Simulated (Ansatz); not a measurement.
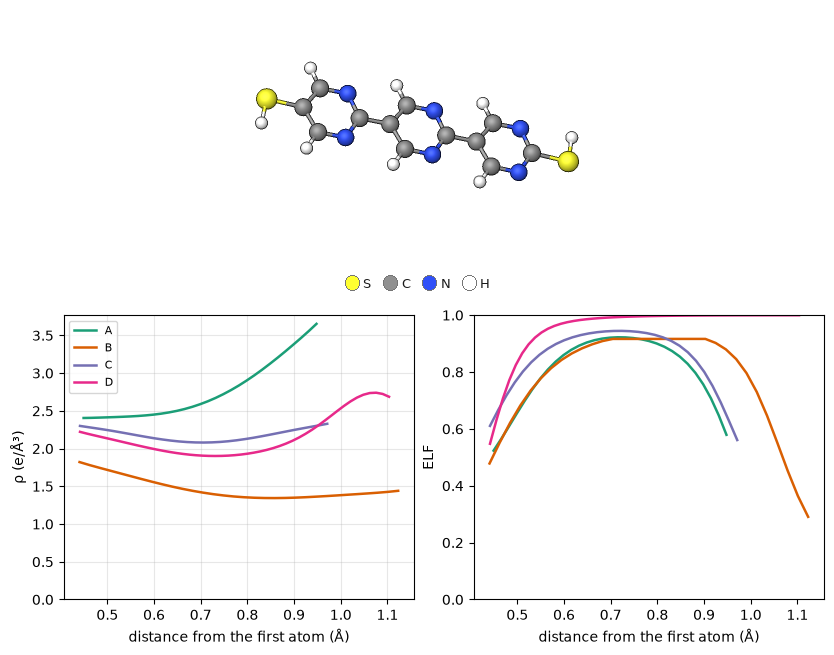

*C$_{12}$H$_{8}$N$_{6}$S$_{2}$ (SMILES Sc1cnc(-c2cnc(-c3cnc(S)nc3)nc2)nc1). Total electron density and electron localisation function along straight lines between neighbouring atoms. The curves leave out the atomic cores. The structure is drawn too.*

Geometry: PBE-D4/def2-SVP; not at a stationary point (largest force 0.8 eV/Å).

All numbers below come from Ansatz, RKS PBE0-D4/def2-TZVP.

Input

```
crystal:
  periodic: [false, false, false]
  atoms:
    - {symbol: S, position_ang: [7.038897, 0.384818, 0.723345]}
    - {symbol: C, position_ang: [5.294122, 0.312892, 0.491905]}
    - {symbol: C, position_ang: [4.642399, 0.414963, -0.758983]}
    - {symbol: N, position_ang: [3.319360, 0.350461, -0.883942]}
    - {symbol: C, position_ang: [2.593049, 0.180209, 0.242359]}
    - {symbol: C, position_ang: [1.127954, 0.098439, 0.105669]}
    - {symbol: C, position_ang: [0.478751, 0.210433, -1.143704]}
    - {symbol: N, position_ang: [-0.845387, 0.127424, -1.275753]}
    - {symbol: C, position_ang: [-1.563244, -0.072974, -0.146752]}
    - {symbol: C, position_ang: [-3.025811, -0.177275, -0.284767]}
    - {symbol: C, position_ang: [-3.871397, -0.397116, 0.825157]}
    - {symbol: N, position_ang: [-5.198461, -0.497469, 0.713155]}
    - {symbol: C, position_ang: [-5.694019, -0.376013, -0.534839]}
    - {symbol: S, position_ang: [-7.442610, -0.500722, -0.751625]}
    - {symbol: N, position_ang: [-5.000402, -0.165349, -1.669252]}
    - {symbol: C, position_ang: [-3.675597, -0.068318, -1.534597]}
    - {symbol: N, position_ang: [-1.047813, -0.187460, 1.098810]}
    - {symbol: C, position_ang: [0.277481, -0.101400, 1.215562]}
    - {symbol: N, position_ang: [3.113478, 0.076030, 1.484706]}
    - {symbol: C, position_ang: [4.437649, 0.141986, 1.605732]}
    - {symbol: H, position_ang: [7.346184, 0.542914, -0.595080]}
    - {symbol: H, position_ang: [5.229264, 0.553515, -1.686960]}
    - {symbol: H, position_ang: [1.079622, 0.372718, -2.055231]}
    - {symbol: H, position_ang: [-3.430373, -0.492194, 1.832195]}
    - {symbol: H, position_ang: [-7.675335, -0.698071, 0.576430]}
    - {symbol: H, position_ang: [-3.076182, 0.104151, -2.444848]}
    - {symbol: H, position_ang: [0.714770, -0.193092, 2.224778]}
    - {symbol: H, position_ang: [4.853659, 0.056481, 2.626529]}
basis:
  gaussian: {orbitals: def2-TZVP, fitting: {mean_field: def2-universal-jkfit}, initial_orbitals: start.molden}
hamiltonian: {xc: pbe0, dispersion: d4}
scf: {omitted_lower_state_checks: [starts]}
output: {forces: true, orbitals: {seedname: orbitals}}
```

Run with:

```sh
ansatz run in.yaml --threads 2 --pin off --events-out ev --progress --plain --max-ram 32768MiB --backend cuda --devices 0, --max-vram 18GiB
```

Which curve belongs to which contact (C–C, C–H, C–N and C–S)? The first atom named is at distance zero.

Answer. Curve A: C–N (1.33 Å): ρ at the midpoint is about 2.5 e/Å³; the ELF peaks at about 0.90 between the atoms; a covalent bond. Curve B: C–S (1.76 Å): ρ is about 1.3 e/Å³ halfway; the ELF peaks at about 0.90 between the atoms; localised, covalent bonding. Curve C: C–C (1.41 Å): ρ is about 2.1 e/Å³ halfway; the ELF peaks at about 0.95 between the atoms; a covalent bond. Curve D: C–H (1.10 Å): ρ at the midpoint is about 2.1 e/Å³; the ELF climbs to about 1 towards the hydrogen, as it does in any bond to H; a covalent bond by its length.
